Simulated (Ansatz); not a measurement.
**MgZn2S3: complex band structure**

Wanted: the relaxed cell of MgZn2S3, its band edges and its decay constants. It is built by putting Mg for part of the Zn in the ZnS structure of space group R3m, with the volume rescaled by atomic radii. The parent structure comes from the Materials Project.

Calculated with Ansatz 0.2.0; r2SCAN DFT, plane waves, PAW files, in the first sound run; inputs show where later runs differ.

The structure was built from a prototype and need not be the compound's stable phase.

### 1. Set-up

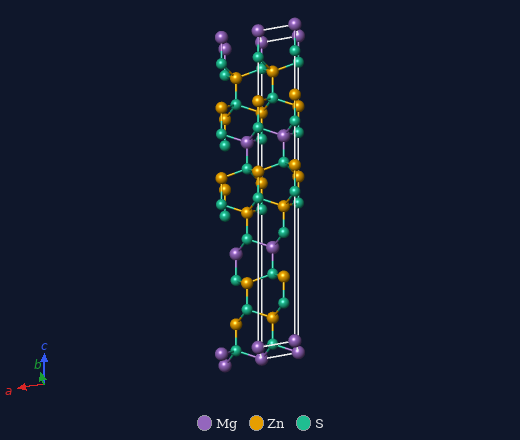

The starting structure, seen from a free direction (magnesium purple, zinc orange, sulfur teal). 2×1×1 cells are drawn. This picture shows the conventional cell, with its axes. Bonds to atoms that aren't drawn are left out. Some periodic images of atoms are drawn too.

As a file:

```cif
data_structure
_symmetry_space_group_name_H-M 'R3m:H'
_symmetry_Int_Tables_number 160
_cell_length_a 3.8737
_cell_length_b 3.8737
_cell_length_c 28.5536
_cell_angle_alpha 90.000
_cell_angle_beta 90.000
_cell_angle_gamma 120.000
_cell_volume 371.05
loop_
_atom_site_label
_atom_site_type_symbol
_atom_site_symmetry_multiplicity
_atom_site_Wyckoff_symbol
_atom_site_fract_x
_atom_site_fract_y
_atom_site_fract_z
_atom_site_occupancy
Mg1 Mg 3 a 0.00000 0.00000 0.00003 1
Zn1 Zn 3 a 0.66667 0.33333 0.11106 1
Zn2 Zn 3 a 0.33333 0.66667 0.22205 1
S1 S 3 a 0.66667 0.33333 0.25007 1
S2 S 3 a 0.33333 0.66667 0.13882 1
S3 S 3 a 0.66667 0.33333 0.02797 1
```

### 2. Cell and atoms at rest

The substituted atoms don't fit the parent's cell, so cell and atoms relax together. A small smearing keeps the run stable in case the gap closes on the way.

File input.yaml:

```yaml
crystal:
  lattice:
    - [1.9368320485, 1.1182305046, 9.5178531815]
    - [-1.9368320485, 1.1182305046, 9.5178531815]
    - [0.0, -2.2364610091, 9.5178531815]
  atoms:
    - { symbol: Mg, position: [0.99997114, 0.99997114, 0.99997114] }
    - { symbol: Zn, position: [0.22226941, 0.22226941, 0.22226941] }
    - { symbol: Zn, position: [0.44461344, 0.44461344, 0.44461344] }
    - { symbol: S, position: [0.08326717, 0.08326717, 0.08326717] }
    - { symbol: S, position: [0.5278423, 0.5278423, 0.5278423] }
    - { symbol: S, position: [0.30536254, 0.30536254, 0.30536254] }
kpoints:
  mp_grid: { grid: [6, 6, 6] }
scf:
  occupations: { method: gaussian, width: 0.03 }
hamiltonian:
  xc: r2scan
output:
  forces: true
  stress: true
relax:
  f_tol: 0.02
  max_steps: 60
  cell: {}
```

Command:

```sh
ansatz run input.yaml --threads 2 --pin off --max-ram 4096MiB --backend cpu --events-out ev --progress --plain --runs-dir out
```

Numbers of over 12 decimals in the logs are rounded to 6 here.

Log:

```text
basis.fft_grid_basis auto: the FFT boxes are laid along the combinations [[1, 0, -1], [0, 1, -1], [0, 0, 1]] of the cell's own vectors, 3.874, 3.874 and 9.777 Å long. The dense box has 30×30×72 points. Along the cell's own vectors, as sized, it would have 72×72×72, 5.76 times as many. Of the 6 symmetry operations that the crystal satisfies within crystal.symmetry.tolerance (time reversal apart; of a slab, those that  [...]
Engine: ansatz 0.2.0, x86_64-unknown-linux-gnu
Pseudopotentials: kind: paw
Pseudopotential: Mg, paw, valence charge 10, recommended cutoff 500 eV (meta_gga), Mg.paw.azcp
Pseudopotential: Zn, paw, valence charge 12, recommended cutoff 500 eV (meta_gga), Zn.paw.azcp
Pseudopotential: S, paw, valence charge 6, recommended cutoff 500 eV (meta_gga), S.paw.azcp
Functional definition: r2SCAN
  parameter k0 = 0.174
  parameter k1 = 0.065
  parameter a1 = 4.9479
  exchange = r2scan_x(k0 = k0, k1 = k1, a1 = a1)
  correlation = r2scan_c
Crystal: 6 atoms, lattice volume = 123.684 Å³
Basis set: ecut = 500 eV, 3131 PW (Γ), FFT grids on a1−a3, a2−a3, a3, exchange–correlation on 120×120×288 points (64 copies of the dense FFT grid, shifted against one another)
Bands: 32, of which v1, the nominal top of the filled ones, is band 26 counted from 1 (25 counted from 0)
Symmetry: 6 space group operations
Space group: R3m (ITA 160), of the structure as read, at distance tolerance 5.0e-5 Å
k-points: 32 of 216 (time reversal used)
Non-local potential: Mg, projectors of the file, l = 0: 3, l = 1: 2, l = 2: 1
Non-local potential: Zn, projectors of the file, l = 0: 2, l = 1: 2, l = 2: 3, l = 3: 1
Non-local potential: S, projectors of the file, l = 0: 2, l = 1: 2, l = 2: 2
PAW form: soft (Blöchl's): semilocal exchange-correlation on the pseudo side does not see the compensation charge
PAW frozen core: Mg, regenerated for the run's functional (the file was generated under x = pbe(κ = 0.804, μ = 0.219515), c = pbe(β = 0.066725))
PAW frozen core: Zn, regenerated for the run's functional (the file was generated under x = pbe(κ = 0.804, μ = 0.219515), c = pbe(β = 0.066725))
PAW frozen core: S, regenerated for the run's functional (the file was generated under x = pbe(κ = 0.804, μ = 0.219515), c = pbe(β = 0.066725))
PAW one-centre angular grid: Mg, 302 points (default); XC on 224 Gauss nodes
PAW one-centre angular grid: Zn, 590 points (default); XC on 261 of its mesh's 2673 points in the sphere
PAW one-centre angular grid: S, 302 points (default); XC on 160 Gauss nodes
Initial density: superposition of atomic densities (neutral atoms: chi_scale 0, normalization atom), corrected by the library's trained network
Initial wavefunctions: pseudopotential atomic-orbital guess
Functional: x = r2scan, c = r2scan; τ floored in thin density (d = 2e-4 eV/Å³)
SCF iter   1: F=—  HF=-11302.236768 eV  |F-HF|=—  |Δ(HF+E_count)|=         —  Δρ=1.30e-2  dr2=9.92e-2  dr2_τ=2.07e-2  ethr=1.77e-3  ⟨swp⟩=6.9  Hψ=4683  notcnv=0
preconditioner: auto → Resta (q_TF=auto, 2.361 Å⁻¹)  ε∞=4.9  [insulator: Δε(μ)=2.925 eV  Ē_g=11.262 eV  σ=0.030 eV  W_gap=1.00  n_scr=30 (ndim 8)  ℏωp=22.1 eV  f_vac=0.034  D(μ)=0.00/eV (n_scr^D=0)  ε∞_Penn≈4.9]
SCF iter   2: F=—  HF=-11302.266329 eV  |F-HF|=—  |Δ(HF+E_count)|=   2.96e-2  Δρ=2.62e-3  dr2=5.60e-3  dr2_τ=5.76e-4  ethr=1.91e-4  ⟨swp⟩=2.5  Hψ=2105  notcnv=0  defer=42
SCF iter   3: F=—  HF=-11302.263190 eV  |F-HF|=—  |Δ(HF+E_count)|=   3.14e-3  Δρ=2.88e-3  dr2=5.07e-3  dr2_τ=4.59e-5  ethr=1.08e-5  ⟨swp⟩=2.0  Hψ=1740  notcnv=0  defer=10
automatic band count: iteration 3 solves 31 bands in place of 32: the levels show a gap, and the empty bands left out lie too high to hold charge; the band table lists the bands solved (type scf.n_extra_bands for more)
SCF iter   4: F=—  HF=-11302.263013 eV  |F-HF|=—  |Δ(HF+E_count)|=   1.77e-4  Δρ=9.29e-4  dr2=5.66e-4  dr2_τ=1.00e-5  ethr=9.76e-6  ⟨swp⟩=1.0  Hψ=982  notcnv=0  defer=10
SCF iter   5: F=—  HF=-11302.263032 eV  |F-HF|=—  |Δ(HF+E_count)|=   1.96e-5  Δρ=1.94e-4  dr2=3.69e-5  dr2_τ=6.43e-7  ethr=1.09e-6  ⟨swp⟩=2.0  Hψ=1814  notcnv=0  defer=10
SCF iter   6: F=—  HF=-11302.263042 eV  |F-HF|=—  |Δ(HF+E_count)|=   9.79e-6  Δρ=4.01e-5  dr2=1.84e-6  dr2_τ=2.71e-8  ethr=7.10e-8  ⟨swp⟩=2.0  Hψ=1814  notcnv=0  defer=10
SCF iter   7: F=—  HF=-11302.263043 eV  |F-HF|=—  |Δ(HF+E_count)|=   6.20e-7  Δρ=2.32e-5  dr2=4.06e-7  dr2_τ=4.70e-9  ethr=3.55e-9  ⟨swp⟩=2.0  Hψ=1590  notcnv=0  defer=10
SCF iter   8: F=-11302.263043 eV  HF=-11302.263043 eV  |F-HF|=8.43e-9  |Δ(HF+E_count)|=   2.11e-7  Δρ=6.15e-6  dr2=4.65e-8  dr2_τ=1.23e-9  ethr=1.92e-10  ⟨swp⟩=5.0  Hψ=4112  notcnv=0
SCF 1 converged in 8 iterations: F = -11302.263043 eV  dr2 = 4.65e-8
  greatest PAW one-centre occupation: 1.000 electrons in one spin orbital (limit 2), on the Mg atom at site 0 (counted from 0), in its partial waves of l = 0
relax step   1: F+E_penalty+E_count = -11302.26304259 eV  Δ(F+E_penalty+E_count) = +0.000e0 eV  max|allowed force component| = 7.528e-1 eV/Å  Δτ_max = 0.0000 Å  P = -0.000 GPa  Ω = 123.684 Å³  (8 SCF iters, dr2 threshold 1.00e-7 eV, accepted)
Crystal: 6 atoms, lattice volume = 123.695 Å³
Initial density: handed on by an earlier stage of this run
Initial wavefunctions: those handed on with the density
iter 1 solved again at ethr=2.41e-5 eV; its pass at ethr=3.10e-3 eV (dr2=1.25e-2 eV) is discarded
SCF iter   1: F=—  HF=-11302.290928 eV  |F-HF|=—  |Δ(HF+E_count)|=         —  Δρ=3.98e-3  dr2=1.26e-2  dr2_τ=4.60e-2  ethr=2.41e-5  ⟨swp⟩=1.8  Hψ=4413  notcnv=0
automatic band count: iteration 1 solves 30 bands in place of 32: the levels show a gap, and the empty bands left out lie too high to hold charge; the band table lists the bands solved (type scf.n_extra_bands for more)
preconditioner: auto → Resta (q_TF=auto, 2.361 Å⁻¹)  ε∞=5.4  [insulator: Δε(μ)=2.959 eV  Ē_g=10.564 eV  σ=0.030 eV  W_gap=1.00  n_scr=30 (ndim 8)  ℏωp=22.1 eV  f_vac=0.035  D(μ)=0.00/eV (n_scr^D=0)  ε∞_Penn≈5.4]
SCF iter   2: F=—  HF=-11302.316702 eV  |F-HF|=—  |Δ(HF+E_count)|=   2.58e-2  Δρ=2.15e-3  dr2=3.50e-3  dr2_τ=9.30e-5  ethr=2.41e-5  ⟨swp⟩=2.9  Hψ=1853  notcnv=0
SCF iter   3: F=—  HF=-11302.316960 eV  |F-HF|=—  |Δ(HF+E_count)|=   2.58e-4  Δρ=5.44e-4  dr2=4.05e-4  dr2_τ=1.66e-5  ethr=6.73e-6  ⟨swp⟩=3.0  Hψ=1778  notcnv=0
SCF iter   4: F=—  HF=-11302.317034 eV  |F-HF|=—  |Δ(HF+E_count)|=   7.40e-5  Δρ=2.76e-4  dr2=8.45e-5  dr2_τ=1.25e-6  ethr=7.78e-7  ⟨swp⟩=2.0  Hψ=1568  notcnv=0
SCF iter   5: F=—  HF=-11302.317014 eV  |F-HF|=—  |Δ(HF+E_count)|=   2.03e-5  Δρ=1.31e-4  dr2=2.58e-5  dr2_τ=5.49e-7  ethr=1.63e-7  ⟨swp⟩=2.0  Hψ=1568  notcnv=0
SCF iter   6: F=—  HF=-11302.317009 eV  |F-HF|=—  |Δ(HF+E_count)|=   5.03e-6  Δρ=3.97e-5  dr2=3.92e-6  dr2_τ=4.41e-8  ethr=4.95e-8  ⟨swp⟩=2.0  Hψ=1567  notcnv=0
SCF iter   7: F=-11302.317009 eV  HF=-11302.317009 eV  |F-HF|=3.30e-8  |Δ(HF+E_count)|=   3.48e-7  Δρ=1.02e-5  dr2=2.38e-7  dr2_τ=2.35e-9  ethr=1.15e-9  ⟨swp⟩=3.0  Hψ=4356  notcnv=0
SCF 2 converged in 7 iterations: F = -11302.317009 eV  dr2 = 2.38e-7
relax step   2: F+E_penalty+E_count = -11302.31700906 eV  Δ(F+E_penalty+E_count) = -5.397e-2 eV  max|allowed force component| = 1.630e-1 eV/Å  Δτ_max = 0.0638 Å  P = -0.091 GPa  Ω = 123.695 Å³  energy of the carried Pulay correction = -2.089e-6 eV  (7 SCF iters, dr2 threshold 6.00e-7 eV, accepted)
Crystal: 6 atoms, lattice volume = 123.551 Å³
iter 1 solved again at ethr=2.50e-6 eV; its pass at ethr=3.10e-3 eV (dr2=1.30e-3 eV) is discarded
SCF iter   1: F=—  HF=-11302.318192 eV  |F-HF|=—  |Δ(HF+E_count)|=         —  Δρ=1.17e-3  dr2=1.43e-3  dr2_τ=3.80e-3  ethr=2.50e-6  ⟨swp⟩=2.0  Hψ=4810  notcnv=0
automatic band count: iteration 1 solves 30 bands in place of 32: the levels show a gap, and the empty bands left out lie too high to hold charge; the band table lists the bands solved (type scf.n_extra_bands for more)
preconditioner: auto → Resta (q_TF=auto, 2.362 Å⁻¹)  ε∞=5.4  [insulator: Δε(μ)=2.971 eV  Ē_g=10.579 eV  σ=0.030 eV  W_gap=1.00  n_scr=30 (ndim 8)  ℏωp=22.2 eV  f_vac=0.034  D(μ)=0.00/eV (n_scr^D=0)  ε∞_Penn≈5.4]
SCF iter   2: F=—  HF=-11302.320516 eV  |F-HF|=—  |Δ(HF+E_count)|=   2.32e-3  Δρ=6.10e-4  dr2=3.56e-4  dr2_τ=7.96e-6  ethr=2.50e-6  ⟨swp⟩=2.0  Hψ=1792  notcnv=0
SCF iter   3: F=—  HF=-11302.320519 eV  |F-HF|=—  |Δ(HF+E_count)|=   3.42e-6  Δρ=1.69e-4  dr2=4.16e-5  dr2_τ=1.43e-6  ethr=6.84e-7  ⟨swp⟩=3.0  Hψ=1719  notcnv=0
SCF iter   4: F=—  HF=-11302.320526 eV  |F-HF|=—  |Δ(HF+E_count)|=   6.97e-6  Δρ=1.06e-4  dr2=1.13e-5  dr2_τ=1.46e-7  ethr=8.00e-8  ⟨swp⟩=2.0  Hψ=1568  notcnv=0
SCF iter   5: F=—  HF=-11302.320522 eV  |F-HF|=—  |Δ(HF+E_count)|=   3.81e-6  Δρ=3.63e-5  dr2=2.45e-6  dr2_τ=5.29e-8  ethr=2.17e-8  ⟨swp⟩=2.0  Hψ=1568  notcnv=0
SCF iter   6: F=-11302.320522 eV  HF=-11302.320522 eV  |F-HF|=5.00e-8  |Δ(HF+E_count)|=   2.23e-8  Δρ=1.12e-5  dr2=2.52e-7  dr2_τ=4.34e-9  ethr=1.15e-9  ⟨swp⟩=5.0  Hψ=3971  notcnv=0
SCF 3 converged in 6 iterations: F = -11302.320522 eV  dr2 = 2.52e-7
relax step   3: F+E_penalty+E_count = -11302.32052223 eV  Δ(F+E_penalty+E_count) = -3.513e-3 eV  max|allowed force component| = 2.177e-2 eV/Å  Δτ_max = 0.0200 Å  P = -0.006 GPa  Ω = 123.551 Å³  energy of the carried Pulay correction = +2.635e-5 eV  (6 SCF iters, dr2 threshold 6.00e-7 eV, accepted)
[...]
relax step   4: F+E_penalty+E_count = -11302.32059597 eV  Δ(F+E_penalty+E_count) = -7.374e-5 eV  max|allowed force component| = 6.394e-3 eV/Å  Δτ_max = 0.0018 Å  P = -0.001 GPa  Ω = 123.549 Å³  energy of the carried Pulay correction = +2.675e-5 eV  (6 SCF iters, dr2 threshold 2.96e-8 eV, accepted)
Initial wavefunctions: pseudopotential atomic-orbital guess (no wavefunctions were taken with the density)
iter 1 solved again at ethr=1.18e-7 eV; its pass at ethr=3.10e-3 eV (dr2=6.11e-5 eV) is discarded
SCF iter   1: F=—  HF=-11302.320571 eV  |F-HF|=—  |Δ(HF+E_count)|=         —  Δρ=2.66e-6  dr2=9.20e-9  dr2_τ=1.63e-9  ethr=1.18e-7  ⟨swp⟩=3.5  Hψ=7903  notcnv=0
eigensolver tolerance schedule: the retry pair's looser diagonalisation over-reported the residual by 6643.62 of it (diagonalisation noise at 0.34 of the residual, at the tolerance the schedule requests for it); recorded, not acted on — ethr = c·dr2/N_el stays at c = 1.0e-1
preconditioner: auto → Resta (q_TF=auto, 2.362 Å⁻¹)  ε∞=5.0  [insulator: Δε(μ)=2.967 eV  Ē_g=11.135 eV  σ=0.030 eV  W_gap=1.00  n_scr=30 (ndim 8)  ℏωp=22.2 eV  f_vac=0.035  D(μ)=0.00/eV (n_scr^D=0)  ε∞_Penn≈5.0]
SCF iter   2: F=—  HF=-11302.320569 eV  |F-HF|=—  |Δ(HF+E_count)|=   1.30e-6  Δρ=2.38e-6  dr2=6.57e-9  dr2_τ=1.45e-10  ethr=1.77e-11  ⟨swp⟩=2.9  Hψ=2140  notcnv=0
SCF iter   3: F=—  HF=-11302.320569 eV  |F-HF|=—  |Δ(HF+E_count)|=  7.39e-10  Δρ=9.86e-7  dr2=2.15e-9  dr2_τ=3.83e-11  ethr=1.26e-11  ⟨swp⟩=2.0  Hψ=1351  notcnv=0
SCF iter   4: F=—  HF=-11302.320569 eV  |F-HF|=—  |Δ(HF+E_count)|=  4.26e-10  Δρ=5.63e-7  dr2=2.87e-10  dr2_τ=1.12e-11  ethr=4.13e-12  ⟨swp⟩=2.0  Hψ=1760  notcnv=0
SCF iter   5: F=-11302.320569 eV  HF=-11302.320569 eV  |F-HF|=1.82e-11  |Δ(HF+E_count)|=  3.27e-11  Δρ=1.59e-7  dr2=4.33e-11  dr2_τ=6.62e-13  ethr=1.00e-12  ⟨swp⟩=3.3  Hψ=4519  notcnv=0
SCF 5 converged in 5 iterations: F = -11302.320569 eV  dr2 = 4.33e-11
relax step   5: F+E_penalty+E_count = -11302.32056928 eV  Δ(F+E_penalty+E_count) = +2.669e-5 eV  max|allowed force component| = 6.393e-3 eV/Å  Δτ_max = 0.0000 Å  P = -0.001 GPa  Ω = 123.549 Å³  stress off target by 1.11e-2 GPa  SCF on the basis re-selected at this cell (its energy is not comparable with the rows above)  (5 SCF iters)
basis re-selected at this cell: Δ(F+E_penalty+E_count) = +2.669e-5 eV, ΔP = +0.000 GPa vs the last step (what re-selecting the basis moved, of the pressure what is left beyond the Pulay correction that the steps carried, after the strain that the cell walked since its last selection, with what the two solves' SCF thresholds leave and, on support functions, any second-order correction that the steps lacked; it is no m [...]
SCF converged after 5 iterations
Free energy (F): -11302.320569 eV
Harris-Foulkes:  -11302.320569 eV  (|F-HF|=1.82e-11)
Internal energy: -11302.320569 eV  (E = F + TS)
E sigma→0 (E₀):  -11302.320569 eV
Fermi energy:    6.179329 eV
--- Per-component energies (eV) ---
  E_band       = -393.692602
  E_kinetic    = 658.497612
  E_local      = -6055.098609  (includes V_loc(G=0)·N_el)
  E_nonlocal   = 1417.743541
  E_hartree    = 2438.233056
  E_xc         = -551.260028
  E_vxc        = -431.378941  (∫ρ·V_xc dr)
  E_paw        = -5826.368483  (= ΣΔE_a)
  E_vpaw       = -881.632775  (= ΣTr[D̂ρ^β])
  E_aug_tail   = -0.000107  (compensation charges beyond the density's cutoff)
  E_vtau       = 21.710753  (kinetic-family band-sum trace: ∫τ·v_τ [+ j·A + Jᵃ·Aᵃ] dr)
  E_ewald      = -3383.346806
  E_core_change = -0.720746  (= ΣΔE_core)
  E_smearing   = -0.000000  (= −TS)
  E_closure    = -0.000000  (closes the sum)
  Σ components = -11302.320569   (vs F -11302.320569, Δ=0.00e0)
--- Forces (eV/Å), atoms counted from 1 ---
  atom   1  Mg     0.00000000     0.00000000     0.00077847
  atom   2  Zn     0.00000000     0.00000000     0.00641832
  atom   3  Zn     0.00000000     0.00000000     0.00447569
  atom   4  S      0.00000000    -0.00000000    -0.00322184
  atom   5  S      0.00000000    -0.00000000    -0.00620998
  atom   6  S      0.00000000    -0.00000000    -0.00208983
  max |Σ_I F_I| component: 1.51e-4 eV/Å
--- Stress (GPa, compression-positive) ---
        0.004762       0.000000      -0.000000
        0.000000       0.004762      -0.000000
       -0.000000      -0.000000      -0.011057
  P = ⅓ Tr σ = -0.0005 GPa (-0.005 kbar)
--- Relaxed structure (4 steps of the walk, 4 accepted, 1 SCFs on fresh bases) ---
  F+E_penalty+E_count = -11302.32056928 eV   max|allowed force component| = 6.393e-3 eV/Å   (the final SCF, on the basis selected at the relaxed cell)
  cell:  # Å, volume = 123.5485 Å³
    - [1.934905, 1.117118, 9.526372]
    - [-1.934905, 1.117118, 9.526372]
    - [0, -2.234236, 9.526372]
  atoms:
    - { symbol: Mg, position: [1.000023, 1.000023, 1.000023] }
    - { symbol: Zn, position: [0.220743, 0.220743, 0.220743] }
    - { symbol: Zn, position: [0.446151, 0.446151, 0.446151] }
    - { symbol: S, position: [0.085992, 0.085992, 0.085992] }
    - { symbol: S, position: [0.527934, 0.527934, 0.527934] }
    - { symbol: S, position: [0.302483, 0.302483, 0.302483] }
```

The job ended after 41 s (2 threads of Intel Xeon Platinum 8488C (Sapphire Rapids), shared host; peak memory 0.72 GiB).

The steps of the relaxation:

```
step  energy less that of the first step (eV)  largest force component (eV/Å)  pressure (GPa)  volume (Å³)
   1                                   0.0000                          0.7528            0.00       123.68
   2                                  -0.0540                          0.1630           -0.09       123.69
   3                                  -0.0575                          0.0218           -0.01       123.55
   4                                  -0.0576                          0.0064            0.00       123.55
  5*                                  -0.0575                          0.0064            0.00       123.55
```

Relaxation steps marked * repeat the geometry before them on a plane-wave basis chosen anew for their cell, so energy and pressure can jump there.

The run keeps the 6 symmetry operations that it works with, so distortions that break them were not tested.

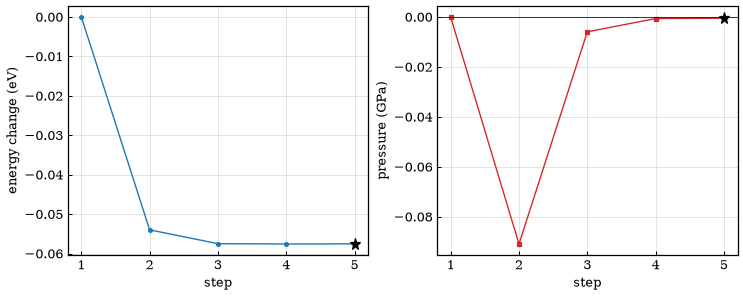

Energy and pressure along the relaxation. Stars mark steps on a basis chosen anew.

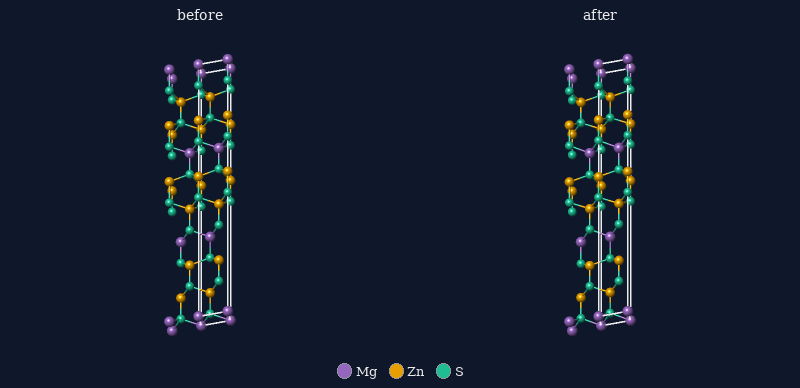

The structure before and after the relaxation, drawn at the same scale. Bonds to atoms that aren't drawn are left out.

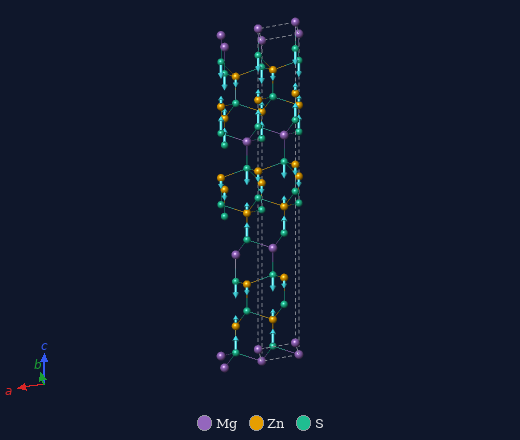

Displacements in the relaxation, exaggerated, measured against the changing cell; the longest in the cell stands for 0.08 Å. Bonds to atoms that aren't drawn are left out. 2×1×1 conventional cells are drawn. Some periodic images of atoms are drawn too.

```
conventional cell, symmetrised  before   after  change
                         a (Å)   3.874   3.870  -0.1 %
                         b (Å)   3.874   3.870  -0.1 %
                         c (Å)  28.554  28.579  +0.1 %
              volume (Å³/atom)   20.61   20.59  -0.1 %
```

The atoms that moved most (Å, as changes of fractional coordinates times the final cell):

```
atom     dx     dy      dz  length
  S6  0.000  0.000  -0.082   0.082
  S4  0.000  0.000   0.078   0.078
 Zn3  0.000  0.000   0.044   0.044
 Zn2  0.000  0.000  -0.044   0.044
```

Numbers from this step:

- free energy: -11302.3206 eV
- Fermi energy: 6.179 eV
- pressure: -5.11e-4 GPa

The largest force component on a free atom ends at 0.0064 eV/Å.

[end of part 1 of 3]

[Logs are printed without paths, hosts, clocks, repeated set-up lines and the standing remarks that a program may print on its own settings, such as how far it seeks lower states.]

[Hosts, paths, dates, database ids (printed as entryN), source tags and the programs' standing remarks are cut or masked in the printed files.]
